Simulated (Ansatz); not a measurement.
The figure comes from a scan of Pt (fcc, Cu type): one Pt atom of a 4-atom cell moves by s towards the nearest neighbour, with its periodic images. Level of theory: PBE (plane waves to 420 eV, PAW, scalar-relativistic; Ansatz, an electronic-structure program). k mesh 10×10×10 (Γ-centred), Fermi-Dirac smearing 0.05 eV. Energies are smeared free energies. With partly filled bands, energies and forces of such displacements shift with the k mesh and the smearing. Pt is run without spin polarisation. Pt was relaxed with its symmetry unable to fall. Spin-orbit coupling is left out, though Pt is heavy. The zero of ΔE is the undisplaced structure.

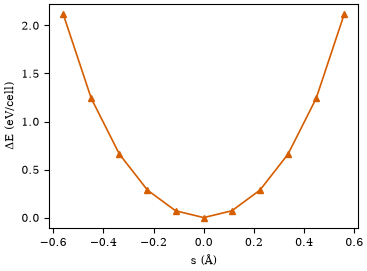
*ΔE (eV/cell) against s (Å); one marker a computed point.*

**Question.** Turn the plot into a table (rounded to what can be read).

**Answer.** To the nearest 0.05:

```tsv
s (Å)	ΔE (eV/cell)
-0.560	2.10
-0.448	1.25
-0.336	0.65
-0.224	0.30
-0.112	0.05
0.000	0.00
0.112	0.05
0.224	0.30
0.336	0.65
0.448	1.25
0.560	2.10
```

(For displaced atoms, the force is minus the slope of the energy, and its curvature is a force constant, which sets phonon frequencies.)
